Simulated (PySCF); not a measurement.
# [HfF2]2+: other functionals and bases at one geometry

How far do other levels of theory move the description of [HfF2]2+, and what does each cost? The structure is generated, not taken from experiment.

The runs use PySCF 2.14.0; several levels, as the steps say, no spin–orbit coupling.

1 further run of the same task is left out (for a known fault of the program).

### 1 The starting structure

3 atoms, charge 2, spin multiplicity 1.

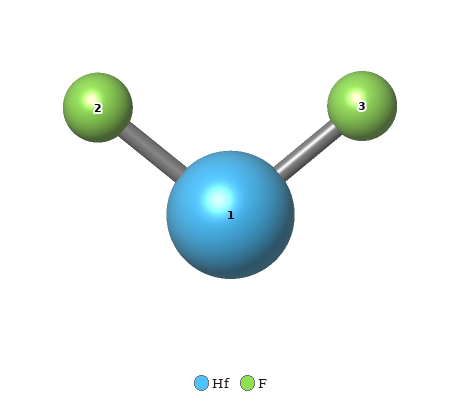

The geometry (hafnium blue, fluorine green); atoms are numbered from 1 in the order of the file.

As a file:

```xyz
3
charge 2, multiplicity 1
Hf    0.0000    0.0000   -0.3853
F     1.3919    0.0000    0.7530
F    -1.3919    0.0000    0.7530
```

Formal oxidation states: Hf +4. An earlier session relaxed this geometry at PBE0, Hf def2-SVP with ECP60, F def2-SVP (singlet, point group C2v).

At PBE0 on the finer grid: E = -246.607348 Eh, HOMO -25.14 eV, LUMO -17.14 eV, Mulliken charge on Hf1 +2.15 e, largest force component 0.027 eV/Å. 

Levels to run: PBE; B3LYP; PBE0, TZVP. Hardware: 2 threads of Arm Neoverse V2, shared host.

### 2 PBE

run.py (the lines that set the calculation) reads:

```python
mol = gto.M(atom='''
Hf     0.00000     0.00000    -0.38526
F      1.39190     0.00000     0.75299
F     -1.39190     0.00000     0.75299''',
    basis={'Hf': 'def2-SVP', 'F': 'def2-SVP'},
    ecp={'Hf': 'def2-SVP'},
    charge=2, spin=0)
mf = dft.RKS(mol, xc='PBE')
mf.grids.atom_grid = (75, 302)
mf = mf.density_fit()  # fitting sets: Hf def2-universal-JKFIT, F def2-universal-JKFIT
mf.conv_tol = 1e-08; mf.max_cycle = 55
mf.kernel(dm0)  # dm0: the density of the relaxed state
```

Launch:

```console
$ OMP_NUM_THREADS=2 python run.py
```

### 3 B3LYP

run.py (the lines that set the calculation), as its differences from that of step 2:

```diff
@@ -7,3 +7,3 @@
     charge=2, spin=0)
-mf = dft.RKS(mol, xc='PBE')
+mf = dft.RKS(mol, xc='B3LYP')
 mf.grids.atom_grid = (75, 302)
```

### 4 PBE0, TZVP

Basis: Hf def2-TZVP with ECP60, F def2-TZVP. 

run.py (the lines that set the calculation) reads:

```python
mol = gto.M(atom='''
Hf     0.00000     0.00000    -0.38526
F      1.39190     0.00000     0.75299
F     -1.39190     0.00000     0.75299''',
    basis={'Hf': 'def2-TZVP', 'F': 'def2-TZVP'},
    ecp={'Hf': 'def2-TZVP'},
    charge=2, spin=0)
mf = dft.RKS(mol, xc='PBE0')
mf.grids.atom_grid = (75, 302)
mf = mf.density_fit()  # fitting sets: Hf def2-universal-JKFIT, F def2-universal-JKFIT
mf.conv_tol = 1e-08; mf.max_cycle = 55
mf.kernel(dm0)  # dm0: free metal ions and neutral atoms
```

**Question.** What will these runs give? Wanted: for each run, HOMO; gap; charge on Hf1; dipole; largest force.

**Answer**, as computed:

| level | state | HOMO (eV) | gap (eV) | charge on Hf1 (e) | dipole (D) | largest force (eV/Å) | basis functions | time |
| --- | --- | --- | --- | --- | --- | --- | --- | --- |
| PBE0 (relaxed here) | singlet | -25.14 | 8.01 | 2.15 | 5.24 | 0.03 | 60 | 2.3 s |
| PBE | singlet | -23.24 | 5.21 | 2.01 | 4.64 | 0.84 | 60 | 1.2 s |
| B3LYP | singlet | -24.81 | 7.21 | 2.12 | 5.14 | 0.46 | 60 | 1 s |
| PBE0, TZVP | singlet | -25.01 | 8.02 | 2.25 | 5.18 | 1.05 | 102 | 3 s |

Times are on 2 threads of Arm Neoverse V2, shared host; the first row also made further properties. The dipole of a charged species depends on the origin, so these sizes hold for this origin alone.

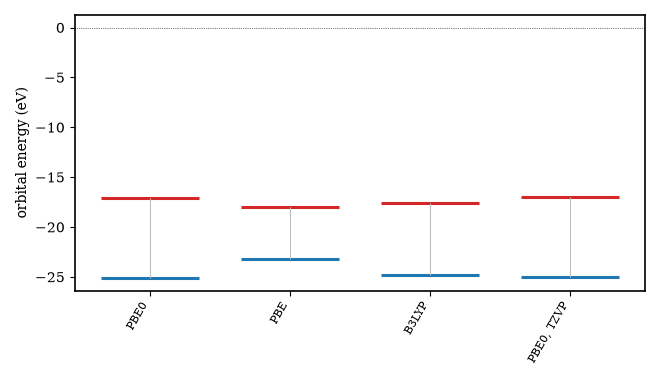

Highest filled and lowest empty level, method by method.

In one basis the HOMO–LUMO gap runs from 5.21 eV (PBE) to 8.01 eV (PBE0). The largest leftover force, 1.05 eV/Å with PBE0, TZVP, stands at a geometry relaxed at another level. The Mulliken charge on Hf spans +2.01 to +2.25 e over the levels. Total energies of different levels can't be compared. Spin–orbit coupling is left out throughout.
